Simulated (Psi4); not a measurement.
**SiH3OF (SMILES O[SiH2]F): M06-L/cc-pV(Q+d)Z (density fitting, sweep point 6)**

Aim: the vertical ionisation energy of SiH3OF at M06-L/cc-pV(Q+d)Z (density fitting, sweep point 6), from 2 runs. The job is set up through a Python script.

The results are computed with Psi4 1.11.

### 1 The molecule

The species is SiH3OF (6 atoms), meant as a singlet with charge 0. As SMILES, `O[SiH2]F`. Geometry: relaxed at PBE0-D4/def2-TZVP. This is one conformer, not always the lowest.

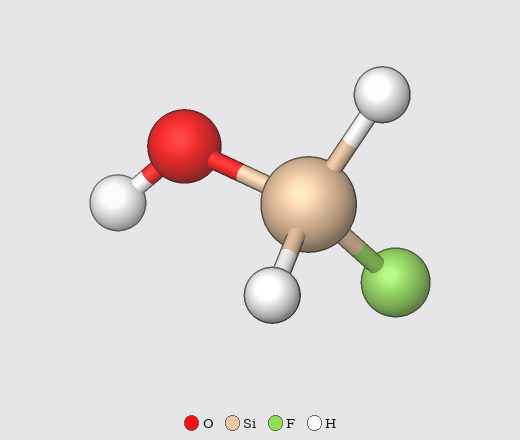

The structure, seen from a chosen angle (oxygen red, silicon light orange, fluorine green, hydrogen white).

### 2 A single-point energy at M06-L/cc-pV(Q+d)Z (density fitting, sweep point 6)

Contents of fh3osi.py:

```python
import psi4

psi4.set_memory(1600000000)
psi4.set_num_threads(1)
psi4.set_output_file('output.dat', False)

molecule = psi4.geometry("""
0 1
O     -0.853500    -0.209200    -0.924100
Si     0.378300    -0.009300     0.123900
F      0.180800    -0.922800     1.417800
H     -1.714200     0.150200    -0.705600
H      1.595600    -0.458500    -0.575800
H      0.455100     1.385600     0.617600
symmetry c1
""")

psi4.set_options({
    'basis': 'cc-pV(Q+d)Z',
    'puream': True,
    'scf_type': 'df',
    'dft_radial_points': 99,
    'dft_spherical_points': 590,
})

e_tot = psi4.energy("M06-L", molecule=molecule)
print(f'M06-L energy: {e_tot:.10f} Eh')
```

Command:

```
$ python fh3osi.py
```

output.dat:

```text
[...]
  Running in c1 symmetry.
[...]
  Nuclear repulsion =  119.528429804854525
[...]
  Multiplicity = 1
[...]
  Nalpha       = 17
  Nbeta        = 17
[...]
    Number of basis functions: 264
[...]
   @DF-RKS iter   1:  -466.31174092736990   -3.17921e-01   3.22849e-03 DIIS/ADIIS
[...]
   @DF-RKS iter   9:  -466.54783173605182   -2.60082e-07   7.72189e-07 DIIS
[...]
    Orbital Energies [Eh]
    ---------------------
    Doubly Occupied:
       1A    -65.881950     2A    -24.486318     3A    -18.984097
       4A     -5.282362     5A     -3.593358     6A     -3.591610
       7A     -3.590146     8A     -1.166112     9A     -0.999552
      10A     -0.546264    11A     -0.472486    12A     -0.413424
      13A     -0.405895    14A     -0.380995    15A     -0.344480
      16A     -0.317830    17A     -0.299926
[...]
  @DF-RKS Final Energy:  -466.54783173605182
   => Energetics <=
    Nuclear Repulsion Energy =            119.5284298048545253
    One-Electron Energy =                -884.3546337259083430
    Two-Electron Energy =                 339.5065917472506953
    DFT Exchange-Correlation Energy =     -41.2282195622487322
    Empirical Dispersion Energy =           0.0000000000000000
    VV10 Nonlocal Energy =                  0.0000000000000000
    Total Energy =                       -466.5478317360518190
[...]
 Multipole Moments:
 ------------------------------------------------------------------------------------
     Multipole            Electronic (a.u.)      Nuclear  (a.u.)        Total (a.u.)
 ------------------------------------------------------------------------------------
 L = 1.  Multiply by 2.5417464519 to convert [e a0] to [Debye]
 Dipole X            :         -0.4533510            0.1287650           -0.3245860
 Dipole Y            :         -1.9605897            2.4552553            0.4946656
 Dipole Z            :          2.2630941           -2.3910241           -0.1279301
 Magnitude           :                                                    0.6053232
[...]
```

On the terminal:

```text
M06-L energy: -466.5478317361 Eh
```

Run time: 67 s. Hardware: 1 thread of INTEL XEON PLATINUM 8581C at 2.10GHz (Emerald Rapids), shared host; peak memory 1.4 GiB.

### 3 The doublet cation

Contents of job.py:

```python
import psi4

psi4.set_memory('1600 MB')
psi4.set_num_threads(1)
psi4.set_output_file('fh3osi.out', False)

molecule = psi4.geometry("""
1 2
O     -0.853500    -0.209200    -0.924100
Si     0.378300    -0.009300     0.123900
F      0.180800    -0.922800     1.417800
H     -1.714200     0.150200    -0.705600
H      1.595600    -0.458500    -0.575800
H      0.455100     1.385600     0.617600
symmetry c1
""")

psi4.set_options({
    'basis': 'cc-pV(Q+d)Z',
    'reference': 'uks',
    'puream': True,
    'scf_type': 'df',
    'dft_radial_points': 99,
    'dft_spherical_points': 590,
    'maxiter': 100,
})

result, w = psi4.energy('M06-L', return_wfn=True)
print('E =', round(result, 9))
for k, v in sorted(psi4.core.scalar_variables().items()):
    print(f'{k:45s} {v:18.10f}')
```

Command:

```
$ python job.py
```

fh3osi.out:

```text
[...]
  Running in c1 symmetry.
[...]
  Nuclear repulsion =  119.528429804854525
[...]
  Multiplicity = 2
[...]
  Nalpha       = 17
  Nbeta        = 16
[...]
    Number of basis functions: 264
[...]
   @DF-UKS iter   1:  -465.90404149191875    8.97788e-02   3.00282e-03 ADIIS/DIIS
[...]
   @DF-UKS iter  14:  -466.12016943897657   -1.98606e-07   5.67525e-07 DIIS
[...]
   @S^2 Observed:                7.570146743E-01
[...]
    Orbital Energies [Eh]
    ---------------------
    Alpha Occupied:
       1A    -66.171255     2A    -24.751646     3A    -19.295058
       4A     -5.571717     5A     -3.882347     6A     -3.881227
       7A     -3.879925     8A     -1.424097     9A     -1.300358
      10A     -0.831014    11A     -0.752121    12A     -0.691008
      13A     -0.672568    14A     -0.648699    15A     -0.628116
      16A     -0.605534    17A     -0.601959
    Alpha Virtual:
      18A     -0.228851    19A     -0.224595    20A     -0.181136
      21A     -0.151032    22A     -0.134233    23A     -0.082393
      24A     -0.068637    25A     -0.051406    26A     -0.034884
[...]
  @DF-UKS Final Energy:  -466.12016943897657
   => Energetics <=
    Nuclear Repulsion Energy =            119.5284298048545253
    One-Electron Energy =                -874.8588514618965064
    Two-Electron Energy =                 330.0697150211350390
    DFT Exchange-Correlation Energy =     -40.8594628030696896
    Empirical Dispersion Energy =           0.0000000000000000
    VV10 Nonlocal Energy =                  0.0000000000000000
    Total Energy =                       -466.1201694389765748
  UHF NO Occupations:
  HONO-2 :   15  A 1.9990778
  HONO-1 :   16  A 1.9979111
[...]
 Multipole Moments:
 ------------------------------------------------------------------------------------
     Multipole            Electronic (a.u.)      Nuclear  (a.u.)        Total (a.u.)
 ------------------------------------------------------------------------------------
 L = 1.  Multiply by 2.5417464519 to convert [e a0] to [Debye]
 Dipole X            :         -0.1667711            0.1287650           -0.0380060
 Dipole Y            :         -1.2147336            2.4552553            1.2405217
 Dipole Z            :          1.8047626           -2.3910241           -0.5862616
 Magnitude           :                                                    1.3726038
[...]
```

On the terminal:

```text
E = -466.120169439
CURRENT ENERGY                                   -466.1201694390
CURRENT REFERENCE ENERGY                         -466.1201694390
DD SOLVATION ENERGY                                 0.0000000000
DFT FUNCTIONAL TOTAL ENERGY                      -466.1201694390
DFT TOTAL ENERGY                                 -466.1201694390
DFT VV10 ENERGY                                     0.0000000000
DFT XC ENERGY                                     -40.8594628031
GRID ELECTRONS ALPHA                               16.9999992706
GRID ELECTRONS BETA                                15.9999993501
GRID ELECTRONS TOTAL                               32.9999986208
NUCLEAR REPULSION ENERGY                          119.5284298049
ONE-ELECTRON ENERGY                              -874.8588514619
PCM POLARIZATION ENERGY                             0.0000000000
PE ENERGY                                           0.0000000000
SCF ITERATION ENERGY                             -466.1201694390
SCF ITERATIONS                                     14.0000000000
SCF TOTAL ENERGY                                 -466.1201694390
TWO-ELECTRON ENERGY                               330.0697150211
XC GRID RADIAL POINTS                              99.0000000000
XC GRID SPHERICAL POINTS                          590.0000000000
XC GRID TOTAL POINTS                           337509.0000000000
```

Wall time 2.6 min (1 thread of INTEL XEON PLATINUM 8581C at 2.10GHz (Emerald Rapids), shared host); peak memory 1.4 GiB.

### 4 What came out

At M06-L/cc-pV(Q+d)Z (density fitting, sweep point 6):

```
                                          quantity          value
                      singlet SiH3OF: total energy  -466.54783 Eh
                     singlet SiH3OF: dipole moment         1.54 D
                       singlet SiH3OF: HOMO energy       -8.16 eV
                       singlet SiH3OF: LUMO energy        0.10 eV
                     singlet SiH3OF: HOMO–LUMO gap        8.26 eV
                      doublet cation: total energy  -466.12017 Eh
doublet cation: HOMO energy (highest over α and β)      -15.74 eV
 doublet cation: LUMO energy (lowest over α and β)      -15.09 eV
                              doublet cation: ⟨S²⟩          0.757
vertical ionisation energy (to the doublet cation)      11.637 eV
```

What this shows: Removing an electron at fixed nuclei costs 11.64 eV (1123 kJ/mol). The negative HOMO energy of the first species, 8.16 eV, lies 3.48 eV below that difference.
